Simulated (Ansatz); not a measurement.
# CH7NOSn: basis-set convergence

Aim: see how fast density functionals converge with the basis set for CH7NOSn.

Method: one geometry, several basis sets; program: Ansatz 0.2.0, Gaussian basis.

Plan: PBE0-D4/def2-SVP; ωB97M-V/def2-SVP; PBE0-D4/def2-QZVPP; ωB97M-V/def2-QZVPP; the functionals' def2-TZVPP values are taken from earlier runs.

### 1 Structure used throughout

The geometry comes from an earlier relaxation with PBE0-D4 in a triple-zeta def2 set; it is a stationary point, not always the lowest conformer. Sn takes the def2 core potential; no spin-orbit term is included.

SMILES `[NH2][SnH2][CH2]O`, 11 atoms, charge 0, spin multiplicity 1.

Atoms are counted from 1 here; the program's logs count them from 0.

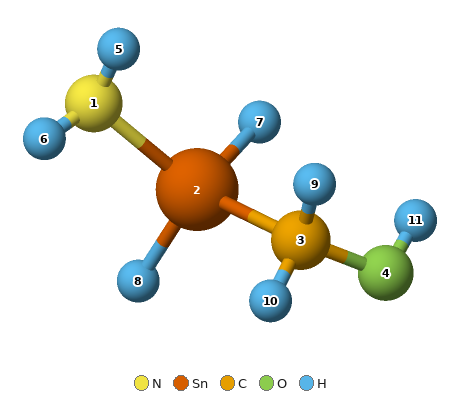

The geometry (nitrogen yellow, tin orange, carbon amber, oxygen green, hydrogen blue); atoms are numbered from 1 in the order of the file.

### 2 PBE0-D4 in def2-SVP

Contents of in.yaml:

```yaml
crystal:
  periodic: [false, false, false]
  atoms:
    - {symbol: N, position_ang: [-2.119794, 0.815573, 0.153831]}
    - {symbol: Sn, position_ang: [-0.631379, -0.564878, 0.294966]}
    - {symbol: C, position_ang: [1.375182, 0.212450, -0.056430]}
    - {symbol: O, position_ang: [2.299055, -0.813492, -0.368191]}
    - {symbol: H, position_ang: [-2.089348, 1.372970, -0.689998]}
    - {symbol: H, position_ang: [-2.157072, 1.451807, 0.939609]}
    - {symbol: H, position_ang: [-0.923512, -1.719639, -0.939537]}
    - {symbol: H, position_ang: [-0.792524, -1.253603, 1.848957]}
    - {symbol: H, position_ang: [1.340684, 0.987844, -0.831872]}
    - {symbol: H, position_ang: [1.732775, 0.685994, 0.858960]}
    - {symbol: H, position_ang: [2.031334, -1.232026, -1.189895]}
basis:
  gaussian: {orbitals: def2-SVP}
hamiltonian: {xc: pbe0, dispersion: d4}
output: {orbitals: {seedname: orbitals}}
```

The run is started by

```
$ ansatz run in.yaml --threads 4 --pin off --events-out ev --progress --plain --max-ram 10444MiB
```

What it wrote:

```text
Functional definition: PBE0
  name "PBE0"
  cite "Adamo & Barone, J. Chem. Phys. 110, 6158 (1999) doi:10.1063/1.478522"
  cite "Perdew, Burke & Ernzerhof, Phys. Rev. Lett. 77, 3865 (1996) doi:10.1103/PhysRevLett.77.3865"
  parent pbe
  parameter a = 0.25
  parameter kappa = 0.804
  parameter beta = 0.06672455060314922
  exchange = (1 - a)*pbe_x(kappa = kappa, mu = beta*pi^2/3) + a*exact_x
  correlation = pbe_c(beta = beta)
1233 factors; their error is unknown
mean field evaluation 1: about -10500.7701 eV, gradient 6.5e1 eV
mean field evaluation 2: about -10488.6830 eV, gradient 9.5e1 eV
mean field evaluation 4: about -10509.5015 eV, gradient 6.3e0 eV
mean field evaluation 8: about -10509.6637 eV, gradient 2.1e-1 eV
mean field -10509.66382061 eV, -386.2230217016 hartree, gradient 7.8e-5 eV, S^2 0.000000; 0 other end points of the search recorded, 0 dependent functions left out
reference -10509.66385175 eV, -386.2230228457 hartree; 25, 25 occupied and 78, 78 virtual orbitals, 1233 factors
Total energy: -10509.82799770 eV, -386.2290550981 hartree
```

It took 0.95 s on 4 threads of Arm Neoverse V2, shared host.

### 3 ωB97M-V in def2-SVP

in.yaml: that of step 2 with these lines changed.

```diff
@@ -16,3 +16,3 @@
   gaussian: {orbitals: def2-SVP}
-hamiltonian: {xc: pbe0, dispersion: d4}
+hamiltonian: {xc: {name: wB97M-V}}
 output: {orbitals: {seedname: orbitals}}
```

Same command.

What it wrote, shortened:

```text
Functional definition: wB97M-V
  name "wB97M-V"
  cite "Mardirossian & Head-Gordon, J. Chem. Phys. 144, 214110 (2016) doi:10.1063/1.4952647"
  cite "Becke, J. Chem. Phys. 107, 8554 (1997) doi:10.1063/1.475007"
  cite "Vydrov & Van Voorhis, J. Chem. Phys. 133, 244103 (2010) doi:10.1063/1.3521275"
  # Of w^i u^j: cxij and so on, Table III.
[...]
  gx(w, u) = 1 - cx + cx01*u + cx10*w
  gss(w, u) = css00 + css04*u^4 + css10*w + css20*w^2 + css43*w^4*u^3
  gos(w, u) = cos00 + cos10*w + (cos20 + cos21*u)*w^2 + (cos60 + cos61*u)*w^6
[...]
      + integral(e_c_pw_mod_opposite_spin*gos(b97_w_opposite, b97_u_opposite)) + vv10(b, c)
1219 factors; their error is unknown
305 factors; integrals over basis functions are off by at most 7.2e-6 eV
[...]
mean field -10511.19304313 eV, -386.2792195927 hartree, gradient 9.6e-6 eV, S^2 0.000000; 0 other end points of the search recorded, 0 dependent functions left out
reference -10511.19309086 eV, -386.2792213465 hartree; 25, 25 occupied and 78, 78 virtual orbitals, 1219 factors
Total energy: -10511.19309086 eV, -386.2792213465 hartree
```

Run time: 3.9 s. Hardware: 4 threads of Arm Neoverse V2, shared host; peak memory 0.32 GiB.

### 4 PBE0-D4 in def2-QZVPP

in.yaml: that of step 3 with these lines changed.

```diff
@@ -15,4 +15,4 @@
 basis:
-  gaussian: {orbitals: def2-SVP}
-hamiltonian: {xc: {name: wB97M-V}}
+  gaussian: {orbitals: "def2-QZVPP.json"}
+hamiltonian: {xc: pbe0, dispersion: d4}
 output: {orbitals: {seedname: orbitals}}
```

Launched as before.

What it wrote:

```text
Functional definition: PBE0
  name "PBE0"
  cite "Adamo & Barone, J. Chem. Phys. 110, 6158 (1999) doi:10.1063/1.478522"
  cite "Perdew, Burke & Ernzerhof, Phys. Rev. Lett. 77, 3865 (1996) doi:10.1103/PhysRevLett.77.3865"
  parent pbe
  parameter a = 0.25
  parameter kappa = 0.804
  parameter beta = 0.06672455060314922
  exchange = (1 - a)*pbe_x(kappa = kappa, mu = beta*pi^2/3) + a*exact_x
  correlation = pbe_c(beta = beta)
1435 factors; their error is unknown
mean field evaluation 1: about -10503.7592 eV, gradient 8.0e1 eV
mean field evaluation 2: about -10483.0985 eV, gradient 1.2e2 eV
mean field evaluation 4: about -10515.8293 eV, gradient 9.3e0 eV
mean field evaluation 8: about -10516.0118 eV, gradient 2.3e-1 eV
mean field evaluation 16: about -10516.0755 eV, gradient 2.1e-4 eV
mean field -10516.07551847 eV, -386.4586472518 hartree, gradient 4.0e-5 eV, S^2 0.000000; 0 other end points of the search recorded, 0 dependent functions left out
reference -10516.07556330 eV, -386.4586488992 hartree; 25, 25 occupied and 438, 438 virtual orbitals, 1435 factors
Total energy: -10516.23970925 eV, -386.4646811516 hartree
```

Wall time 7.5 s (4 threads of Arm Neoverse V2, shared host); peak memory 1.4 GiB.

### 5 ωB97M-V in def2-QZVPP

in.yaml: that of step 4 with these lines changed.

```diff
@@ -16,3 +16,3 @@
   gaussian: {orbitals: "def2-QZVPP.json"}
-hamiltonian: {xc: pbe0, dispersion: d4}
+hamiltonian: {xc: {name: wB97M-V}}
 output: {orbitals: {seedname: orbitals}}
```

Launched as before.

What it wrote, shortened:

```text
Functional definition: wB97M-V
  name "wB97M-V"
  cite "Mardirossian & Head-Gordon, J. Chem. Phys. 144, 214110 (2016) doi:10.1063/1.4952647"
  cite "Becke, J. Chem. Phys. 107, 8554 (1997) doi:10.1063/1.475007"
  cite "Vydrov & Van Voorhis, J. Chem. Phys. 133, 244103 (2010) doi:10.1063/1.3521275"
  # Of w^i u^j: cxij and so on, Table III.
[...]
  gx(w, u) = 1 - cx + cx01*u + cx10*w
  gss(w, u) = css00 + css04*u^4 + css10*w + css20*w^2 + css43*w^4*u^3
  gos(w, u) = cos00 + cos10*w + (cos20 + cos21*u)*w^2 + (cos60 + cos61*u)*w^6
[...]
      + integral(e_c_pw_mod_opposite_spin*gos(b97_w_opposite, b97_u_opposite)) + vv10(b, c)
1418 factors; their error is unknown
382 factors; integrals over basis functions are off by at most 7.1e-6 eV
[...]
mean field -10517.84410553 eV, -386.5236416276 hartree, gradient 2.4e-5 eV, S^2 0.000000; 0 other end points of the search recorded, 0 dependent functions left out
reference -10517.84417660 eV, -386.5236442393 hartree; 25, 25 occupied and 438, 438 virtual orbitals, 1418 factors
Total energy: -10517.84417660 eV, -386.5236442393 hartree
```

Run time: 17 s. Hardware: 4 threads of Arm Neoverse V2, shared host; peak memory 1.8 GiB.

### 6 Functionals by basis

The def2-TZVPP values come from earlier runs at the same geometry.

```csv
functional,basis,functions,energy (eV),from the largest (eV),HOMO (eV),LUMO (eV)
PBE0-D4,def2-SVP,103,-10509.8280,6.412,-6.40,0.38
PBE0-D4,def2-TZVPP,241,-10515.8908,0.349,-6.64,-0.13
PBE0-D4,def2-QZVPP,463,-10516.2397,0.000,-6.69,-0.29
ωB97M-V,def2-SVP,103,-10511.1931,6.651,-8.63,2.08
ωB97M-V,def2-TZVPP,241,-10517.4997,0.345,-8.88,1.28
ωB97M-V,def2-QZVPP,463,-10517.8442,0.000,-8.93,0.94
```

### 7 Outcome

```
                                       quantity          value
PBE0-D4: double and triple zeta above quadruple  6.41, 0.35 eV
ωB97M-V: double and triple zeta above quadruple  6.65, 0.34 eV
```

What this shows: PBE0-D4 gains 6.06 eV from double to triple zeta, then 0.35 eV more. Total energies overstate the basis error of differences, where much of it tends to cancel. The LUMO of ωB97M-V is positive and keeps falling with the basis (2.08 to 0.94 eV): an unbound level that the basis holds in place.

For PBE0-D4 the largest set took about 8 times as long as the smallest (7.5 s against 0.95 s).
